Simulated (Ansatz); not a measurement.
# HfAl3N: one candidate of a structure search, part 1 of 2

Where does this trial cell of HfAl3N go when cell and atoms are let free?

Program: Ansatz 0.2.0. Level of theory: DFT PBE, scalar-relativistic, plane waves, PAW. These are calculated values, not measurements.

**1. Starting point**

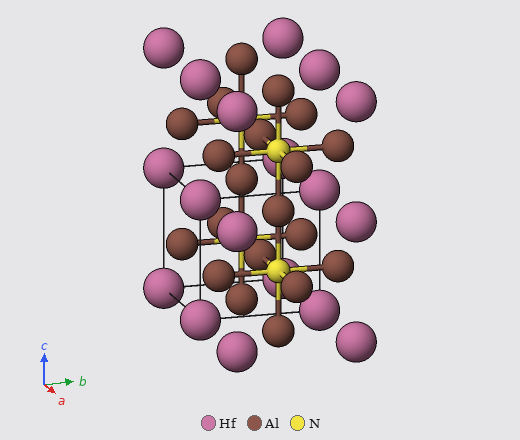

The starting structure, seen slightly off an axis (hafnium pink, aluminium brown, nitrogen yellow). 2×1×2 cells are drawn. Atoms on the faces are drawn again on the opposite ones.

Structure file:

```xyz
5
Lattice="4.0935 0.0000 0.0000 0.0000 4.0935 0.0000 0.0000 0.0000 4.0935" Properties=species:S:1:pos:R:3 pbc="T T T"
Hf    0.0000    0.0000    0.0000
Al    0.0000    2.0467    2.0467
Al    2.0467    0.0000    2.0467
Al    2.0467    2.0467    0.0000
N     2.0467    2.0467    2.0467
```

A structure generator made this guess: species swapped into a database cell of GdBPd3 (Pm-3m, No. 221), with Hf on the Gd sites, N on the B sites and Al on the Pd sites. Lengths come from tabulated atomic sizes and are only a guess.

**2. Probe: one point on a coarse mesh**

The input, input.yaml:

```yaml
crystal:
  lattice:
    - [4.09348207, 0.0, 0.0]
    - [0.0, 4.09348207, 0.0]
    - [0.0, 0.0, 4.09348207]
  atoms:
    - { symbol: Hf, position: [0.0, 0.0, 0.0] }
    - { symbol: Al, position: [0.0, 0.5, 0.5] }
    - { symbol: Al, position: [0.5, 0.0, 0.5] }
    - { symbol: Al, position: [0.5, 0.5, 0.0] }
    - { symbol: "N", position: [0.5, 0.5, 0.5] }
basis:
  ecutwfc: 420
kpoints:
  mp_grid: { grid: [4, 4, 4] }
hamiltonian:
  xc: pbe
scf:
  occupations: { method: gaussian, width: 0.1 }
  lower_state_search: "off"
output:
  forces: true
  stress: true
  eigenvalues: true
```

Command:

```console
ansatz run input.yaml --threads 1 --pin off --max-ram 2560MiB --backend cpu --events-out ev --progress --plain --runs-dir out
```

The log of the run, cut to the lines that bear on the results:

```text
Warning: RAYON_NUM_THREADS=1 ignored (pool sized by the plan → 1); use --threads N
[...]
Pseudopotentials: kind: paw
Pseudopotential: Hf, paw, valence charge 26, recommended cutoff 420 eV (normal), Hf.paw.azcp
Pseudopotential: Al, paw, valence charge 3, recommended cutoff 420 eV (normal), Al.paw.azcp
Pseudopotential: N, paw, valence charge 5, recommended cutoff 420 eV (normal), N.paw.azcp
Functional definition: PBE
[...]
Crystal: 5 atoms, lattice volume = 68.593 Å³
Basis set: ecut = 420 eV, 1357 PW (Γ), exchange–correlation on 60×60×60 points (8 copies of the dense FFT grid, shifted against one another)
Bands: 25, of which v1, the nominal top of the filled ones, is band 20 counted from 1 (19 counted from 0)
Symmetry: 48 space group operations
Space group: Pm-3m (ITA 221), of the structure as read, at distance tolerance 4.1e-5 Å
k-points: 10 of 64
[...]
SCF iter   1: F=—  HF=-17717.660734 eV  |F-HF|=—  |Δ(HF+E_count)|=         —  Δρ=6.51e-3  dr2=9.98e-2  ethr=1.77e-3  ⟨swp⟩=5.3  Hψ=998  notcnv=0
[...]
SCF iter   8: F=-17717.636644 eV  HF=-17717.636644 eV  |F-HF|=3.26e-9  |Δ(HF+E_count)|=   3.03e-8  Δρ=3.97e-6  dr2=7.88e-9  ethr=2.50e-10  ⟨swp⟩=5.8  Hψ=1004  notcnv=0
[...]
SCF converged after 8 iterations
Free energy (F): -17717.636644 eV
[...]
E sigma→0 (E₀):  -17717.626211 eV
Entropy (-TS):   -0.020866 eV (-4.173 meV/atom)
Fermi energy:    13.181432 eV
[...]
--- Forces (eV/Å), atoms counted from 1 ---
  atom   1  Hf    -0.00000000     0.00000000    -0.00000000
  atom   2  Al     0.00000000    -0.00000000     0.00000000
  atom   3  Al     0.00000000    -0.00000000     0.00000000
  atom   4  Al     0.00000000    -0.00000000    -0.00000000
  atom   5  N      0.00000000    -0.00000000     0.00000000
[...]
--- Stress (GPa, compression-positive) ---
        8.677239       0.000000       0.000000
       -0.000000       8.677239      -0.000000
        0.000000      -0.000000       8.677239
  P = ⅓ Tr σ = 8.6772 GPa (86.772 kbar)
--- Band table (eV; the first three rows and the last of 10) ---
  k-point 0: bands = ["-48.0619", "-16.8027", "-16.8027", "-16.8027", "-3.1957", "1.9246", "1.9246", "1.9246", "1.9277", "1.9277", "1.9277", "1.9485", "6.1025", "7.2661", "7.2661", "7.2661", "10.0307", "10.0307", "14.2707", "14.2707", "14.2707", "15.8750", "15.8750", "15.8750", "18.2958"]
[...]
```

Wall time 2.1 s (1 thread of Intel Xeon at 2.70GHz, shared host); peak memory 0.34 GiB.

Read-out: pressure 8.7 GPa, largest force 0.00 eV/Å, gap on this mesh none (metal). A cheap, loose relaxation comes first.

**3. Rough relaxation on the coarse mesh**

Edit input.yaml of step 2 so:

```diff
@@ -24 +24,6 @@
   eigenvalues: true
+relax:
+  adjacent_minimum: "off"
+  f_tol: 0.04
+  max_steps: 70
+  cell: { stress_tol: 0.4 }
```

Command:

```console
ansatz run input.yaml --threads 1 --pin off --max-ram 2560MiB --backend cpu --events-out ev --progress --plain --runs-dir out
```

The log of the run:

```text
Warning: RAYON_NUM_THREADS=1 ignored (pool sized by the plan → 1); use --threads N
Engine: ansatz 0.2.0, x86_64-unknown-linux-gnu
Pseudopotentials: kind: paw
Pseudopotential: Hf, paw, valence charge 26, recommended cutoff 420 eV (normal), Hf.paw.azcp
Pseudopotential: Al, paw, valence charge 3, recommended cutoff 420 eV (normal), Al.paw.azcp
Pseudopotential: N, paw, valence charge 5, recommended cutoff 420 eV (normal), N.paw.azcp
Functional definition: PBE
  parameter kappa = 0.804
  parameter beta = 0.06672455060314922
  exchange = pbe_x(kappa = kappa, mu = beta*pi^2/3)
  correlation = pbe_c(beta = beta)
Crystal: 5 atoms, lattice volume = 68.593 Å³
Basis set: ecut = 420 eV, 1357 PW (Γ), exchange–correlation on 60×60×60 points (8 copies of the dense FFT grid, shifted against one another)
Bands: 25, of which v1, the nominal top of the filled ones, is band 20 counted from 1 (19 counted from 0)
Symmetry: 48 space group operations
Space group: Pm-3m (ITA 221), of the structure as read, at distance tolerance 4.1e-5 Å
k-points: 10 of 64
Non-local potential: Hf, projectors of the file, l = 0: 3, l = 1: 2, l = 2: 2, l = 3: 3
Non-local potential: Al, projectors of the file, l = 0: 2, l = 1: 2, l = 2: 1
Non-local potential: N, projectors of the file, l = 0: 2, l = 1: 2, l = 2: 1
PAW form: soft (Blöchl's): semilocal exchange-correlation on the pseudo side does not see the compensation charge
PAW one-centre angular grid: Hf, 590 points (default); XC on 64 Gauss nodes
PAW one-centre angular grid: Al, 110 points (default); XC on 64 Gauss nodes
PAW one-centre angular grid: N, 110 points (default); XC on 64 Gauss nodes
Initial density: superposition of atomic densities (neutral atoms: chi_scale 0, normalization atom), corrected by the library's trained network
Initial wavefunctions: pseudopotential atomic-orbital guess
Functional: x = pbe(κ = 0.804, μ = 0.2195149727645171), c = pbe(β = 0.06672455060314922)
SCF iter   1: F=—  HF=-17717.660734 eV  |F-HF|=—  |Δ(HF+E_count)|=         —  Δρ=6.51e-3  dr2=9.98e-2  ethr=1.77e-3  ⟨swp⟩=5.3  Hψ=998  notcnv=0
preconditioner: auto → Kerker (q_TF=auto, 2.494 Å⁻¹)  [metal: Δε(μ)=0.097 eV  Ē_g=10.300 eV  σ=0.100 eV  W_gap=0.47  n_scr=18 (ndim 8)  ℏωp=25.4 eV  f_vac=0.000  D(μ)=4.15/eV (n_scr^D=32)]
SCF iter   2: F=—  HF=-17717.643247 eV  |F-HF|=—  |Δ(HF+E_count)|=   1.75e-2  Δρ=3.58e-3  dr2=2.38e-2  ethr=2.49e-4  ⟨swp⟩=1.1  Hψ=331  notcnv=0
preconditioner: auto → Resta (q_TF=auto, 2.494 Å⁻¹)  ε∞=7.1  [insulator: Δε(μ)=0.107 eV  Ē_g=10.240 eV  σ=0.100 eV  W_gap=0.51  n_scr=18 (ndim 8)  ℏωp=25.4 eV  f_vac=0.000  D(μ)=4.21/eV (n_scr^D=32)  ε∞_Penn≈7.1]
SCF iter   3: F=—  HF=-17717.637801 eV  |F-HF|=—  |Δ(HF+E_count)|=   5.45e-3  Δρ=1.38e-3  dr2=3.37e-3  ethr=5.96e-5  ⟨swp⟩=2.0  Hψ=389  notcnv=0
SCF iter   4: F=—  HF=-17717.636226 eV  |F-HF|=—  |Δ(HF+E_count)|=   1.58e-3  Δρ=6.41e-4  dr2=3.92e-4  ethr=8.42e-6  ⟨swp⟩=2.0  Hψ=445  notcnv=0
SCF iter   5: F=—  HF=-17717.636167 eV  |F-HF|=—  |Δ(HF+E_count)|=   5.81e-5  Δρ=3.47e-4  dr2=7.11e-5  ethr=9.81e-7  ⟨swp⟩=2.0  Hψ=391  notcnv=0
SCF iter   6: F=—  HF=-17717.636642 eV  |F-HF|=—  |Δ(HF+E_count)|=   4.75e-4  Δρ=5.19e-5  dr2=1.52e-6  ethr=1.78e-7  ⟨swp⟩=2.0  Hψ=403  notcnv=0
SCF iter   7: F=—  HF=-17717.636644 eV  |F-HF|=—  |Δ(HF+E_count)|=   2.10e-6  Δρ=1.78e-5  dr2=2.61e-7  ethr=3.81e-9  ⟨swp⟩=2.0  Hψ=442  notcnv=0
SCF iter   8: F=-17717.636644 eV  HF=-17717.636644 eV  |F-HF|=3.26e-9  |Δ(HF+E_count)|=   3.03e-8  Δρ=3.97e-6  dr2=7.88e-9  ethr=2.50e-10  ⟨swp⟩=5.8  Hψ=1004  notcnv=0
SCF 1 converged in 8 iterations: F = -17717.636644 eV  dr2 = 7.88e-9
relax step   1: F+E_penalty+E_count = -17717.63664412 eV  Δ(F+E_penalty+E_count) = +0.000e0 eV  max|allowed force component| = 1.041e-29 eV/Å  Δτ_max = 0.0000 Å  P = +8.677 GPa  Ω = 68.593 Å³  (8 SCF iters, dr2 threshold 1.00e-7 eV, accepted)
Crystal: 5 atoms, lattice volume = 72.346 Å³
Basis set: ecut = 420 eV, 1365 PW (Γ), exchange–correlation on 60×60×60 points (8 copies of the dense FFT grid, shifted against one another)
Initial density: handed on by an earlier stage of this run
Initial wavefunctions: those handed on with the density
iter 1 solved again at ethr=6.85e-5 eV; its pass at ethr=3.10e-3 eV (dr2=2.74e-2 eV) is discarded
SCF iter   1: F=—  HF=-17717.752776 eV  |F-HF|=—  |Δ(HF+E_count)|=         —  Δρ=4.37e-3  dr2=2.72e-2  ethr=6.85e-5  ⟨swp⟩=1.0  Hψ=1395  notcnv=0
preconditioner: auto → Resta (q_TF=auto, 2.472 Å⁻¹)  ε∞=7.0  [insulator: Δε(μ)=0.156 eV  Ē_g=10.076 eV  σ=0.100 eV  W_gap=0.67  n_scr=18 (ndim 8)  ℏωp=24.7 eV  f_vac=0.000  D(μ)=3.54/eV (n_scr^D=26)  ε∞_Penn≈7.0]
SCF iter   2: F=—  HF=-17717.745175 eV  |F-HF|=—  |Δ(HF+E_count)|=   7.60e-3  Δρ=1.82e-3  dr2=5.92e-3  ethr=6.81e-5  ⟨swp⟩=2.0  Hψ=303  notcnv=0
SCF iter   3: F=—  HF=-17717.743064 eV  |F-HF|=—  |Δ(HF+E_count)|=   2.11e-3  Δρ=7.58e-4  dr2=4.34e-4  ethr=1.48e-5  ⟨swp⟩=2.1  Hψ=314  notcnv=0
SCF iter   4: F=—  HF=-17717.743499 eV  |F-HF|=—  |Δ(HF+E_count)|=   4.35e-4  Δρ=2.89e-4  dr2=7.18e-5  ethr=1.08e-6  ⟨swp⟩=2.0  Hψ=399  notcnv=0
SCF iter   5: F=—  HF=-17717.743475 eV  |F-HF|=—  |Δ(HF+E_count)|=   2.40e-5  Δρ=1.38e-4  dr2=2.03e-5  ethr=1.80e-7  ⟨swp⟩=2.0  Hψ=431  notcnv=0
SCF iter   6: F=—  HF=-17717.743465 eV  |F-HF|=—  |Δ(HF+E_count)|=   1.08e-5  Δρ=3.15e-5  dr2=7.92e-7  ethr=5.06e-8  ⟨swp⟩=2.0  Hψ=399  notcnv=0
SCF iter   7: F=-17717.743464 eV  HF=-17717.743464 eV  |F-HF|=2.35e-7  |Δ(HF+E_count)|=   2.19e-7  Δρ=5.77e-6  dr2=3.57e-8  ethr=1.25e-9  ⟨swp⟩=5.8  Hψ=1095  notcnv=0
SCF 2 converged in 7 iterations: F = -17717.743464 eV  dr2 = 3.57e-8
relax step   2: F+E_penalty+E_count = -17717.74346423 eV  Δ(F+E_penalty+E_count) = -1.068e-1 eV  max|allowed force component| = 2.518e-30 eV/Å  Δτ_max = 0.0000 Å  P = +1.115 GPa  Ω = 72.346 Å³  energy of the carried Pulay correction = -4.208e-3 eV  (7 SCF iters, dr2 threshold 5.00e-7 eV, accepted)
Crystal: 5 atoms, lattice volume = 72.934 Å³
iter 1 solved again at ethr=1.55e-6 eV; its pass at ethr=3.10e-3 eV (dr2=6.20e-4 eV) is discarded
SCF iter   1: F=—  HF=-17717.744674 eV  |F-HF|=—  |Δ(HF+E_count)|=         —  Δρ=6.29e-4  dr2=6.03e-4  ethr=1.55e-6  ⟨swp⟩=2.1  Hψ=1338  notcnv=0
preconditioner: auto → Resta (q_TF=auto, 2.468 Å⁻¹)  ε∞=7.0  [insulator: Δε(μ)=0.153 eV  Ē_g=10.068 eV  σ=0.100 eV  W_gap=0.66  n_scr=18 (ndim 8)  ℏωp=24.6 eV  f_vac=0.000  D(μ)=3.63/eV (n_scr^D=26)  ε∞_Penn≈7.0]
SCF iter   2: F=—  HF=-17717.744510 eV  |F-HF|=—  |Δ(HF+E_count)|=   1.65e-4  Δρ=2.64e-4  dr2=1.25e-4  ethr=1.51e-6  ⟨swp⟩=2.1  Hψ=292  notcnv=0
SCF iter   3: F=—  HF=-17717.745033 eV  |F-HF|=—  |Δ(HF+E_count)|=   5.23e-4  Δρ=1.03e-4  dr2=7.78e-6  ethr=3.12e-7  ⟨swp⟩=2.0  Hψ=397  notcnv=0
SCF iter   4: F=—  HF=-17717.745028 eV  |F-HF|=—  |Δ(HF+E_count)|=   5.01e-6  Δρ=4.40e-5  dr2=1.70e-6  ethr=1.95e-8  ⟨swp⟩=2.0  Hψ=425  notcnv=0
SCF iter   5: F=—  HF=-17717.745027 eV  |F-HF|=—  |Δ(HF+E_count)|=   5.64e-7  Δρ=2.31e-5  dr2=5.76e-7  ethr=1.25e-9  ⟨swp⟩=6.2  Hψ=1127  notcnv=0
SCF iter   6: F=-17717.745027 eV  HF=-17717.745027 eV  |F-HF|=1.43e-8  |Δ(HF+E_count)|=   1.70e-7  Δρ=3.92e-6  dr2=1.14e-8  ethr=1.25e-9  ⟨swp⟩=4.1  Hψ=827  notcnv=0
SCF 3 converged in 6 iterations: F = -17717.745027 eV  dr2 = 1.14e-8
relax step   3: F+E_penalty+E_count = -17717.74502721 eV  Δ(F+E_penalty+E_count) = -1.563e-3 eV  max|allowed force component| = 1.441e-29 eV/Å  Δτ_max = 0.0000 Å  P = +0.092 GPa  Ω = 72.934 Å³  energy of the carried Pulay correction = -4.847e-3 eV  (6 SCF iters, dr2 threshold 5.00e-7 eV, accepted)
Initial wavefunctions: pseudopotential atomic-orbital guess (no wavefunctions were taken with the density)
iter 1 solved again at ethr=3.95e-8 eV; its pass at ethr=3.10e-3 eV (dr2=1.58e-5 eV) is discarded
SCF iter   1: F=—  HF=-17717.751239 eV  |F-HF|=—  |Δ(HF+E_count)|=         —  Δρ=2.23e-4  dr2=6.12e-6  ethr=3.95e-8  ⟨swp⟩=3.0  Hψ=1721  notcnv=0
preconditioner: auto → Resta (q_TF=auto, 2.468 Å⁻¹)  ε∞=7.0  [insulator: Δε(μ)=0.151 eV  Ē_g=10.070 eV  σ=0.100 eV  W_gap=0.66  n_scr=18 (ndim 8)  ℏωp=24.6 eV  f_vac=0.000  D(μ)=3.65/eV (n_scr^D=32)  ε∞_Penn≈7.0]
SCF iter   2: F=—  HF=-17717.751810 eV  |F-HF|=—  |Δ(HF+E_count)|=   5.71e-4  Δρ=1.12e-4  dr2=1.93e-6  ethr=1.53e-8  ⟨swp⟩=2.0  Hψ=410  notcnv=0
SCF iter   3: F=—  HF=-17717.751818 eV  |F-HF|=—  |Δ(HF+E_count)|=   8.14e-6  Δρ=5.54e-5  dr2=2.71e-7  ethr=4.82e-9  ⟨swp⟩=2.0  Hψ=397  notcnv=0
SCF iter   4: F=—  HF=-17717.751819 eV  |F-HF|=—  |Δ(HF+E_count)|=   9.90e-7  Δρ=5.18e-6  dr2=1.19e-8  ethr=6.78e-10  ⟨swp⟩=2.1  Hψ=422  notcnv=0
SCF iter   5: F=-17717.751819 eV  HF=-17717.751819 eV  |F-HF|=1.06e-9  |Δ(HF+E_count)|=   6.86e-9  Δρ=2.29e-6  dr2=1.33e-9  ethr=8.00e-12  ⟨swp⟩=4.2  Hψ=901  notcnv=0
SCF 4 converged in 5 iterations: F = -17717.751819 eV  dr2 = 1.33e-9
relax step   4: F+E_penalty+E_count = -17717.75181907 eV  Δ(F+E_penalty+E_count) = -6.792e-3 eV  max|allowed force component| = 1.735e-29 eV/Å  Δτ_max = 0.0000 Å  P = +0.227 GPa  Ω = 72.934 Å³  stress off target by 2.27e-1 GPa  SCF on the basis re-selected at this cell (its energy is not comparable with the rows above)  (5 SCF iters)
basis re-selected at this cell: Δ(F+E_penalty+E_count) = -6.792e-3 eV, ΔP = +0.136 GPa vs the last step (what re-selecting the basis moved, of the pressure what is left beyond the Pulay correction that the steps carried, after the strain that the cell walked since its last selection, with what the two solves' SCF thresholds leave and, on support functions, any second-order correction that the steps lacked; it is no measure of the basis error at this ecutwfc). This SCF's stress stands 2.27e-1 GPa from its target on what of the cell is left free (relax.cell.stress_tol is 4.00e-1 GPa) and its largest allowed force component is 1.74e-29 eV/Å (relax.f_tol is 4.00e-2 eV/Å): within both
SCF converged after 5 iterations
Free energy (F): -17717.751819 eV
Harris-Foulkes:  -17717.751819 eV  (|F-HF|=1.06e-9)
Internal energy: -17717.733584 eV  (E = F + TS)
E sigma→0 (E₀):  -17717.742701 eV
Entropy (-TS):   -0.018235 eV (-3.647 meV/atom)
Fermi energy:    12.277297 eV
--- Per-component energies (eV) ---
  E_band       = -63.877239
  E_kinetic    = 629.594028
  E_local      = -7080.492444  (includes V_loc(G=0)·N_el)
  E_nonlocal   = -1169.153506
  E_hartree    = 3297.127673
  E_xc         = -481.178165
  E_vxc        = -432.118703  (∫ρ·V_xc dr)
  E_paw        = -8456.023470  (= ΣΔE_a)
  E_vpaw       = 1394.035376  (= ΣTr[D̂ρ^β])
  E_aug_tail   = 0.000084  (compensation charges beyond the density's cutoff)
  E_ewald      = -4457.607784
  E_smearing   = -0.018235  (= −TS)
  E_closure    = 0.000000  (closes the sum)
  Σ components = -17717.751819   (vs F -17717.751819, Δ=0.00e0)
--- Forces (eV/Å), atoms counted from 1 ---
  atom   1  Hf     0.00000000     0.00000000    -0.00000000
  atom   2  Al     0.00000000     0.00000000     0.00000000
  atom   3  Al    -0.00000000    -0.00000000     0.00000000
  atom   4  Al     0.00000000    -0.00000000     0.00000000
  atom   5  N     -0.00000000    -0.00000000    -0.00000000
  max |Σ_I F_I| component: 1.84e-29 eV/Å
--- Stress (GPa, compression-positive) ---
        0.227128       0.000000      -0.000000
        0.000000       0.227128       0.000000
       -0.000000       0.000000       0.227128
  P = ⅓ Tr σ = 0.2271 GPa (2.271 kbar)
--- Band table (eV; the first three rows and the last of 10) ---
  k-point 0: bands = ["-49.1977", "-17.9038", "-17.9038", "-17.9038", "-3.6699", "0.7912", "0.7912", "0.7912", "0.7953", "0.7953", "0.7953", "0.8148", "5.3045", "6.6620", "6.6620", "6.6620", "9.2428", "9.2428", "13.3739", "13.3739", "13.3739", "14.7566", "14.7566", "14.7566", "17.1491"]
  k-point 1: bands = ["-49.1975", "-17.9188", "-17.9026", "-17.9026", "-3.5396", "0.7897", "0.7922", "0.7922", "0.7941", "0.7967", "0.7967", "0.8143", "4.3727", "6.7043", "6.7043", "7.1844", "9.6821", "10.3929", "12.8949", "12.8949", "13.5884", "13.8429", "14.0225", "14.0225", "14.2133"]
  k-point 2: bands = ["-49.1973", "-17.9338", "-17.9015", "-17.9015", "-3.3989", "0.7887", "0.7928", "0.7929", "0.7929", "0.7985", "0.7985", "0.8137", "3.6736", "6.7466", "6.7466", "8.0008", "10.4338", "10.4573", "12.5533", "12.7795", "12.7795", "13.1887", "13.1887", "13.8433", "14.3342"]
  k-point 9: bands = ["-49.1966", "-17.9261", "-17.9261", "-17.9261", "-3.0415", "0.7909", "0.7909", "0.7909", "0.7995", "0.7995", "0.7995", "0.8151", "5.0745", "5.0745", "5.0745", "9.5097", "9.5097", "9.5097", "12.0219", "12.3571", "12.3571", "12.3571", "15.2826", "15.2826", "16.8115"]
--- Relaxed structure (3 steps of the walk, 3 accepted, 1 SCFs on fresh bases) ---
  F+E_penalty+E_count = -17717.75181907 eV   max|allowed force component| = 1.735e-29 eV/Å   (the final SCF, on the basis selected at the relaxed cell)
  cell:  # Å, volume = 72.9342 Å³
    - [4.178083409549828, 2.527783052008247e-34, -6.419766481290786e-34]
    - [-4.012354050806741e-36, 4.178083409549828, 1.2839532962581572e-34]
    - [-6.419766481290786e-34, 1.2839532962581572e-34, 4.178083409549828]
  atoms:
    - { symbol: Hf, position: [1.312217543319246e-35, -1.2742355229246249e-36, 8.82163054332377e-37] }
    - { symbol: Al, position: [-8.99316224833334e-36, 0.5000000000000001, 0.5000000000000001] }
    - { symbol: Al, position: [0.5000000000000001, 2.1563985772567953e-36, 0.5000000000000001] }
    - { symbol: Al, position: [0.5000000000000001, 0.5000000000000001, -9.801811714807236e-38] }
    - { symbol: N, position: [0.5000000000000001, 0.5000000000000001, 0.5000000000000001] }
```

Run time: 6.7 s. Hardware: 1 thread of Intel Xeon at 2.70GHz, shared host; peak memory 0.36 GiB.

Relaxation path:

```csv
step,energy from step 1 (eV/cell),largest force component (eV/Å),pressure (GPa),volume (Å³)
1,0.0000,0.0000,8.68,68.59
2,-0.1068,0.0000,1.11,72.35
3,-0.1084,0.0000,0.09,72.93
4,-0.1152,0.0000,0.23,72.93
```

Step 1 is the start. Step 4 repeats the geometry before it on a plane-wave basis chosen anew for that cell, so its energy need not be comparable with the rows above.

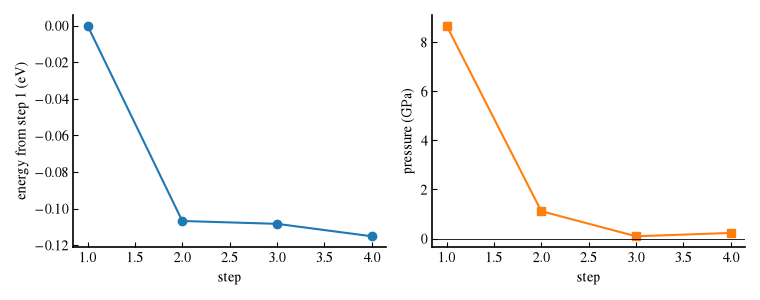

Energy and pressure along the relaxation.

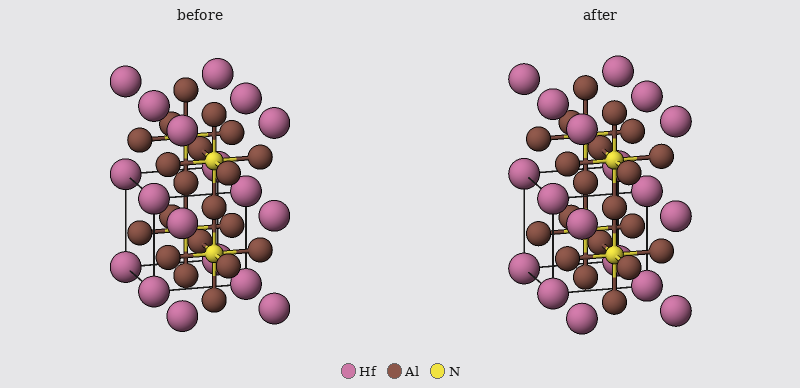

The structure before (left) and after (right) the relaxation, drawn at the same scale.

|  | before | after | change |
| --- | --- | --- | --- |
| a (Å) | 4.093 | 4.178 | +2.1 % |
| b (Å) | 4.093 | 4.178 | +2.1 % |
| c (Å) | 4.093 | 4.178 | +2.1 % |
| volume (Å³/atom) | 13.72 | 14.59 | +6.3 % |
| shortest distance (Å) | 2.047 | 2.089 | +2.1 % |
| space group (0.01 Å) | Pm-3m | Pm-3m | same |

Forces and stress were held to the start's 48 operations: a distortion of lower symmetry was not tested.

(Continued in part 2 of 2.)
